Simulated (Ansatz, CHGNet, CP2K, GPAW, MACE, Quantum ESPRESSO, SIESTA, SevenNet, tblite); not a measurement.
**Random packing of Ge88H12 (at. %) (106 atoms) in other programs, against a plane-wave reference**

How near do other programs and methods come to a plane-wave reference for random packing of Ge88H12 (at. %) (106 atoms)? A plane-wave run serves as the reference.

Method: Kohn-Sham DFT, PBE, SSSP efficiency 1.3.0 pseudopotentials, plane waves, in Quantum ESPRESSO 7.5.

## Step 1: The starting structure

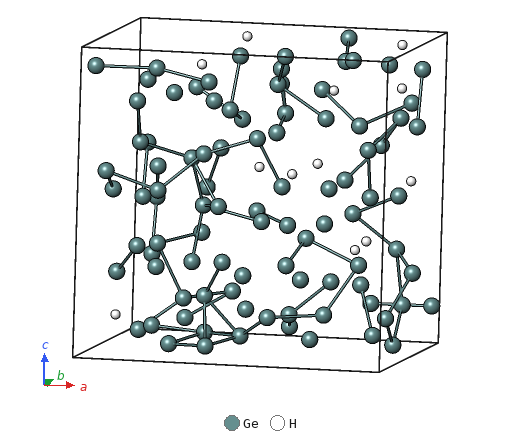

The starting structure, seen slightly off an axis (germanium teal, hydrogen white). Bonds to atoms that aren't drawn are left out. Some periodic images of atoms are drawn too.

The cell holds 106 atoms: 93 Ge and 13 H. Its edges and angles: a = 12.793 Å, b = 12.793 Å, c = 12.793 Å, α = 90.0°, β = 90.0°, γ = 90.0°. 106 atoms (93 Ge, 13 H) packed at random in a cube at 5.37 g/cm³ and pushed apart as soft spheres; a start for melting by ab initio MD, not an equilibrated structure. Then every atom was moved at random, 0.02 Å r.m.s. a Cartesian component (hydrogen 0.6 of that).

## Step 2: The reference run

Input file pw.in:

```
&control
  calculation = 'scf'
  pseudo_dir = './pseudo'
  outdir = './tmp'
  disk_io = 'none'
  tprnfor = .true.
  tstress = .true.
/
&system
  ibrav = 0
  nat = 106
  ntyp = 2
  ecutwfc = 45
  ecutrho = 360
  nosym = .true.
  occupations = 'smearing'
  smearing = 'fd'
  degauss = 0.003675
/
&electrons
  conv_thr = 5.3e-07
  electron_maxstep = 100
  mixing_beta = 0.2
  mixing_mode = 'local-TF'
  diagonalization = 'david'
/
ATOMIC_SPECIES
Ge 72.630 Ge.upf
H 1.008 H.upf
CELL_PARAMETERS angstrom
12.79340 0.00000 0.00000
0.00000 12.79340 0.00000
0.00000 0.00000 12.79340
ATOMIC_POSITIONS crystal
Ge 0.43789 0.21142 0.30771
Ge 0.63750 0.51133 0.23205
Ge 0.97510 0.00002 0.11763
Ge 0.92511 0.47815 0.12389
Ge 0.40577 0.95093 0.40123
Ge 0.57192 0.37876 0.71556
Ge 0.35986 0.83384 0.90923
Ge 0.08752 0.02087 0.60428
Ge 0.38517 0.12131 0.66301
Ge 0.25301 0.04792 0.54663
Ge 0.08200 0.72165 0.83174
Ge 0.38533 0.27225 0.81933
[... 90 atom lines left out ...]
H 0.09694 0.20307 0.12432
H 0.93752 0.58098 0.85621
H 0.42612 0.86490 0.55210
H 0.26508 0.67832 0.89295
K_POINTS gamma
```

On the command line:

```bash
OMP_NUM_THREADS=1 mpirun -np 4 pw.x -in pw.in > output.txt
```

Numbers of over 12 decimals in the logs are rounded to 6 here.

Output:

```text
Program PWSCF
     gamma-point specific algorithms are used
     one sub-group per band group will be used
     scalapack distributed-memory algorithm (size of sub-group:  2*  2 procs)
     Parallelization info
     sticks:   dense  smooth     PW     G-vecs:    dense   smooth      PW
     Min        4181    2087    522               407187   143960   18089
     Max        4184    2092    527               407190   143962   18090
     Sum       16729    8357   2093              1628755   575843   72359
     bravais-lattice index     =            0
     lattice parameter (alat)  =      24.1760  a.u.
     unit-cell volume          =   14130.4027 (a.u.)^3
     number of atoms/cell      =          106
     number of atomic types    =            2
     number of electrons       =      1315.00
[... lines left out ...]
     scf convergence threshold =      5.3E-07
[... lines left out ...]
     number of k points=     1  Fermi-Dirac smearing, width (Ry)=  0.0037
[... lines left out ...]
     total energy              =  -19878.95660201 Ry
[... lines left out ...]
     total energy              =  -19878.49162063 Ry
[... lines left out ...]
     total energy              =  -19878.65068069 Ry
[... lines left out ...]
     total energy              =  -19878.65482782 Ry
[... lines left out ...]
     total energy              =  -19878.65482854 Ry
[... lines left out ...]
   -16.7695 -16.7205 -16.7029 -16.6772 -16.6682 -16.6665 -16.6645 -16.6557
   -16.6535 -16.6449 -16.6307 -16.6293 -16.6182 -16.6144 -16.6134 -16.6025
   -16.6023 -16.5983 -16.5822 -16.5803 -16.5733 -16.5693 -16.5673 -16.5574
[...]
12.9950  13.0483  13.0937  13.1032  13.1414  13.1914  13.2700  13.3061
    13.3528  13.3938  13.4557  13.5395  13.5722  13.5872  13.6299  13.6953
    13.7318  13.7708  13.7889  13.8539  13.9187  13.9367
     the Fermi energy is     8.4770 ev
!    total energy              =  -19878.65483037 Ry
     estimated scf accuracy    <       0.00000010 Ry
     smearing contrib. (-TS)   =      -0.03215148 Ry
     internal energy E=F+TS    =  -19878.62267889 Ry
     The total energy is F=E-TS. E is the sum of the following terms:
     one-electron contribution =  -14040.49081298 Ry
     hartree contribution      =    8235.84346784 Ry
     xc contribution           =   -5429.65901616 Ry
     ewald contribution        =   -8644.31631759 Ry
     convergence has been achieved in  12 iterations
     Forces acting on atoms (cartesian axes, Ry/au):
     atom    1 type  1   force =     0.00862587   -0.03140895    0.03551738
     atom    2 type  1   force =     0.00284299   -0.00274937    0.00242552
     atom    3 type  1   force =    -0.01049617    0.02507022   -0.04521153
[...]
atom  105 type  2   force =    -0.00670971    0.01372741   -0.02751468
     atom  106 type  2   force =     0.00181575    0.01758284   -0.00636858
     Total force =     0.885868     Total SCF correction =     0.001313
     Computing stress (Cartesian axis) and pressure
          total   stress  (Ry/bohr**3)                   (kbar)     P=       81.20
   0.00051043  -0.00005226   0.00004688           75.09       -7.69        6.90
  -0.00005226   0.00059800  -0.00003874           -7.69       87.97       -5.70
   0.00004688  -0.00003874   0.00054759            6.90       -5.70       80.55
     Message from routine punch:
     Nothing written, as per user request (disk_io='none')
```

Wall time 8.5 min (4 MPI ranks of Arm Neoverse V2, shared host); peak memory 7.6 GiB; 34 min of CPU time.

Banners, paths, timers and routine set-up lines are dropped from the logs unmarked, and long logs keep their key lines alone; longer cuts are marked.

Numbers from this run:

| Property | Result |
| --- | --- |
| r.m.s. force component | 1.277 eV/Å |
| longest force | 5.403 eV/Å |
| pressure | 8.12 GPa |

## Step 3: What was run beside it

The programs:
- CHGNet: machine-learned potential, published weights.
- CP2K 2026.2: Gaussian basis with GTH pseudopotentials and a plane-wave density; labels give functional, basis (MOLOPT sets; SR short-range, UZH the newer set with its own potentials), grid cutoff/relative cutoff and solver (OT: orbital transformation; TRS4, TC2, SIGN: linear-scaling purification with its sparsity filter), or its built-in tight binding.
- GPAW 26.7.0: PAW with atomic orbitals (LCAO), plane waves or a real-space grid of spacing h.
- MACE: machine-learned potential, published weights.
- SIESTA 5.4.2: numerical atomic orbitals, whose automatically made sets are far from complete, with PseudoDojo norm-conserving potentials that we converted to its format (checked against plane waves on the same files for H, C, O, Si, Ge and Ca alone); labels give functional, basis size, energy shift and mesh cutoff.
- SevenNet: machine-learned potential, published weights.

All use the same cell and atoms; the electronic-structure runs use the same k-mesh, and an electronic temperature of 580 K (0.05 eV) where levels are smeared.

Differences are against the plane-wave reference, forces as r.m.s. over components; share is that over the reference's r.m.s. force, slope the least-squares factor from reference forces to these. Total energies of different programs have different zeros and aren't compared.

```
                                                                    run  Δ force, r.m.s. (meV/Å)  share (%)  slope  Δ pressure (GPa)  cores  CPU time  memory (GiB)
                                                              reference                        -          -      -                 -      4    34 min           7.6
                                                CHGNet r2SCAN potential                      682       53.4  0.509             -4.91      1     3.1 s          0.94
          CP2K PBE, DZVP-MOLOPT-SR, 225/50 Ry, diagonalisation (coarse)                      101       7.93  1.019             0.333      2   2.9 min           1.6
                   CP2K PBE, DZVP-MOLOPT-SR, 450/50 Ry, diagonalisation                      101       7.93  1.019             0.333      2   4.3 min           4.0
           CP2K PBE, SZV-MOLOPT-SR, 450/50 Ry, diagonalisation (coarse)                      431       33.8  1.131              1.55      1   3.1 min           3.8
         CP2K PBE, TZV2P-MOLOPT (SR for Ge), 450/50 Ry, diagonalisation                     40.6       3.18  1.020             0.801      4   9.7 min            13
CP2K PBEsol, PBE potentials, DZVP-MOLOPT-SR, 450/50 Ry, diagonalisation                      118       9.27  1.047            -0.785      2   4.4 min           4.1
                                           GPAW PBE, LCAO dzp, h 0.15 Å                      183       14.3  1.136                 -      2    12 min           4.6
                                            GPAW PBE, LCAO dzp, h 0.2 Å                      184       14.4  1.137                 -      1   5.6 min           2.0
                                            MACE MPA-0 medium potential                      204       16.0  1.023            -0.156      1     7.1 s           1.0
                    SIESTA PBE, DZ, shift 0.01 Ry, mesh 300 Ry (coarse)                      409       32.0  1.260              2.59      1   4.3 min           1.3
                            SIESTA PBE, DZP, shift 0.01 Ry, mesh 300 Ry                      357       28.0  1.247              3.22      2    12 min           2.5
                    SIESTA PBE, SZ, shift 0.01 Ry, mesh 300 Ry (coarse)                      936       73.3  1.676              10.5      1   2.8 min           1.0
                            SIESTA PBE, TZP, shift 0.01 Ry, mesh 300 Ry                      325       25.4  1.227              2.58      2    16 min           2.9
                                                SevenNet l3i5 potential                      279       21.8  1.035             0.464      1     8.4 s           1.3
```

Rows marked coarse were listed beforehand as settings not expected to be converged; some can still land near the reference.

Times of the machine-learned potentials are mostly Python's start and the loading of weights.

CPU time is summed over cores on a shared host, where runs went side by side, so it is rough. Symmetry, cutoffs, thresholds, outputs and thread counts weren't matched or tuned between programs; memory under MPI is the largest rank's times the ranks.

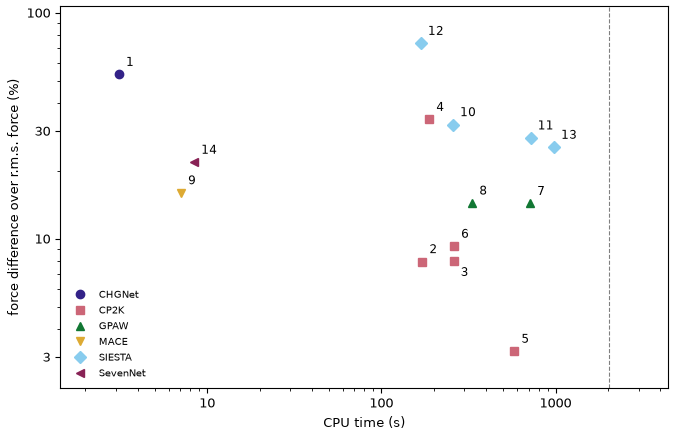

Force difference against CPU time; the dashed line marks the reference's time. Points: 1 CHGNet r2SCAN potential; 2 CP2K PBE, DZVP-MOLOPT-SR, 225/50 Ry, diagonalisation; 3 CP2K PBE, DZVP-MOLOPT-SR, 450/50 Ry, diagonalisation; 4 CP2K PBE, SZV-MOLOPT-SR, 450/50 Ry, diagonalisation; 5 CP2K PBE, TZV2P-MOLOPT (SR for Ge), 450/50 Ry, diagonalisation; 6 CP2K PBEsol, PBE potentials, DZVP-MOLOPT-SR, 450/50 Ry, diagonalisation; 7 GPAW PBE, LCAO dzp, h 0.15 Å; 8 GPAW PBE, LCAO dzp, h 0.2 Å; 9 MACE MPA-0 medium potential; 10 SIESTA PBE, DZ, shift 0.01 Ry, mesh 300 Ry; 11 SIESTA PBE, DZP, shift 0.01 Ry, mesh 300 Ry; 12 SIESTA PBE, SZ, shift 0.01 Ry, mesh 300 Ry; 13 SIESTA PBE, TZP, shift 0.01 Ry, mesh 300 Ry; 14 SevenNet l3i5 potential.

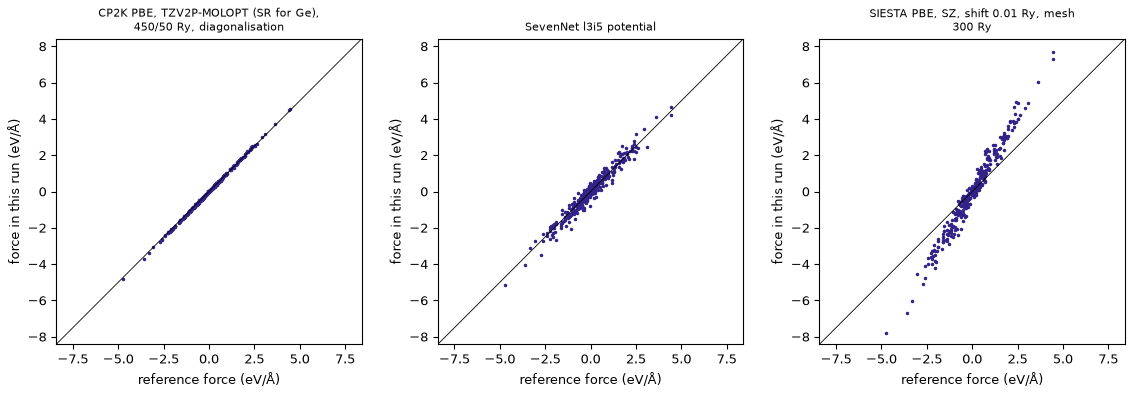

Force components against those of the reference; the line marks equality.

Left out of this page: tblite IPEA1-xTB (killed or ended with an error).

Runs without a result: CP2K GFN1-xTB, diagonalisation (not converged, the SCF not settling); tblite GFN2-xTB (not converged); SIESTA PBE, DZP, shift 0.001 Ry, mesh 300 Ry (cut off at its time limit of 16 min).

Mean charges by element (e), by run and scheme:

```
                                                                    run     scheme     Ge      H
                   CP2K PBE, DZVP-MOLOPT-SR, 450/50 Ry, diagonalisation   Mulliken  -0.01  +0.10
         CP2K PBE, TZV2P-MOLOPT (SR for Ge), 450/50 Ry, diagonalisation   Mulliken  +0.01  -0.06
CP2K PBEsol, PBE potentials, DZVP-MOLOPT-SR, 450/50 Ry, diagonalisation   Mulliken  -0.02  +0.13
                            SIESTA PBE, DZP, shift 0.01 Ry, mesh 300 Ry  Hirshfeld  +0.02  -0.11
                            SIESTA PBE, TZP, shift 0.01 Ry, mesh 300 Ry  Hirshfeld  +0.02  -0.11
```

Within one program, basis, potentials and functional, energies share a zero. Each run against its twin at the usual cutoff or grid and solver:

```
                                                 run                                        twin  Δ energy (meV/atom)  Δ force, r.m.s. (meV/Å)        CPU time over the twin's
CP2K PBE, DZVP-MOLOPT-SR, 225/50 Ry, diagonalisation  DZVP-MOLOPT-SR, 450/50 Ry, diagonalisation               0.0024                     4.53                            0.66
                        GPAW PBE, LCAO dzp, h 0.15 Å                           LCAO dzp, h 0.2 Å                -8.31                     8.41  2.1 (this twin ran on 1 cores)
```

## Step 4: Results

```yaml
reference_r_m_s_force_component: 1.28 eV/Å
nearest_in_forces: CP2K PBE, TZV2P-MOLOPT (SR for Ge), 450/50 Ry, diagonalisation, 3.2 %
farthest_in_forces: SIESTA PBE, SZ, shift 0.01 Ry, mesh 300 Ry (coarse), 73 %
cheapest_electronic_structure_run_beside_the_reference: SIESTA PBE, SZ, shift 0.01 Ry, mesh 300 Ry, 2.8 min of CPU time
```

What this shows: The PBE runs in local orbitals, coarse settings apart, differ by 3.2 % (CP2K PBE, TZV2P-MOLOPT (SR for Ge), 450/50 Ry, diagonalisation) to 28 % (SIESTA PBE, DZP, shift 0.01 Ry, mesh 300 Ry); basis, grid and potentials can all enter. Machine-learned potentials differ by 16 % (MACE MPA-0 medium potential) to 53 % (CHGNet r2SCAN potential); they were trained on other programs' data, some at another functional. Rows with another functional or a dispersion term differ by 9.3 % (CP2K PBEsol, PBE potentials, DZVP-MOLOPT-SR, 450/50 Ry, diagonalisation), which mixes the change of model with differences of basis and potentials, some of them made for another functional. Runs with settings chosen to be coarse differ by 7.9 % (CP2K PBE, DZVP-MOLOPT-SR, 225/50 Ry, diagonalisation) to 73 % (SIESTA PBE, SZ, shift 0.01 Ry, mesh 300 Ry), their programs' other errors included. Of the electronic-structure runs that take under half the reference's CPU time, CP2K PBE, TZV2P-MOLOPT (SR for Ge), 450/50 Ry, diagonalisation comes nearest, at 3.2 % in 9.7 min against 34 min. SIESTA PBE, SZ, shift 0.01 Ry, mesh 300 Ry stiffens the forces by a factor of 1.68 while following their directions (correlation 0.986); the slopes of the 4 SIESTA runs lie between 1.23 and 1.68; the difference isn't even, but is largest on one element. In pressure, SIESTA PBE, SZ, shift 0.01 Ry, mesh 300 Ry misses by +10.5 GPa, at the same functional. Charges hang on scheme and program or settings: among these rows the mean for H runs from -0.11 to +0.13 e, even in sign. In the reference: levels near the Fermi energy are neither full nor empty under the smearing, so no gap is quoted. The potentials hold different valence shells: 1315 electrons in the reference, 385 in CP2K with SZV-MOLOPT-SR and 385 in GPAW; this bears on time and differences. GPAW's setups keep the filled d shell of Ge in the core. The reference's pressure holds the uncorrected Pulay stress of its 45 Ry basis, so small pressure differences, and their order, may be the reference's own error. The electron count is odd in these runs, and they have no spin polarisation, so the unpaired electron is spread evenly over both spins. Machine-learned potentials mimic data converged in k, so the reference's own k-point error enters their differences. The reference's pressure of 8.1 GPa belongs to a cell and atoms that aren't relaxed at this level. The electronic-structure runs sample only Γ, in a cell whose shortest periodic width is 13 Å, which is coarse for a cell with partly filled levels.

[Also dropped from logs without a mark: logging warnings of Python, and SIESTA's first energy breakdown and zero terms.]

[Logs are printed without paths, hosts, clocks, repeated set-up lines and the standing remarks that a program may print on its own settings, such as how far it seeks lower states.]

[Hosts, paths, dates, database ids (printed as entryN), source tags and the programs' standing remarks are cut or masked in the printed files.]
